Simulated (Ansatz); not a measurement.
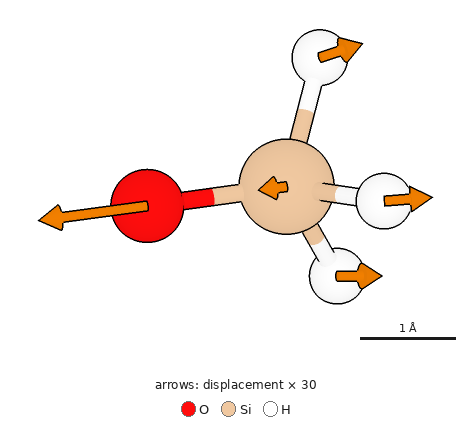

This is a relaxation of SiH3O (charge −1). The starting structure is drawn; orange arrows show the displacements, magnified 30 times. The two geometries are superimposed by the best rigid fit.

Style: ball-and-stick. Shown at a tilt.

Theory: RKS PBE0-D4/def2-TZVPD (Ansatz 0.2.0).

Input
```yaml
crystal:
  periodic: [false, false, false]
  atoms:
    - {symbol: O, position_ang: [-1.444170, 0.271390, 0.700100]}
    - {symbol: Si, position_ang: [-0.082700, 0.015600, 0.039800]}
    - {symbol: H, position_ang: [-0.104440, -0.247420, -1.452600]}
    - {symbol: H, position_ang: [0.697830, -1.174610, 0.561420]}
    - {symbol: H, position_ang: [0.933480, 1.135040, 0.151280]}
basis:
  gaussian: {orbitals: def2-TZVPD}
total_charge: -1
hamiltonian: {xc: pbe0, dispersion: d4}
relax: {f_tol: 0.005, max_steps: 200}
```

### Which element moves most?

Oxygen: up to 0.040 Å, against 0.017 Å for hydrogen.

### What did the optimiser do to the structure, and how much energy did it gain?

O1 moves most after the best rigid fit: 0.040 Å. Largest moves by element: O 0.040 Å, H 0.017 Å, Si 0.011 Å. Some distances before and after: O1–Si2 1.535 → 1.564 Å, Si2–H3 1.516 → 1.531 Å. After 3 geometry steps the energy has fallen by 0.031 eV. Largest force component: 1.4 eV/Å at the start, 0.0027 eV/Å at the end. The run took of the order of 6 core-seconds on a shared host.
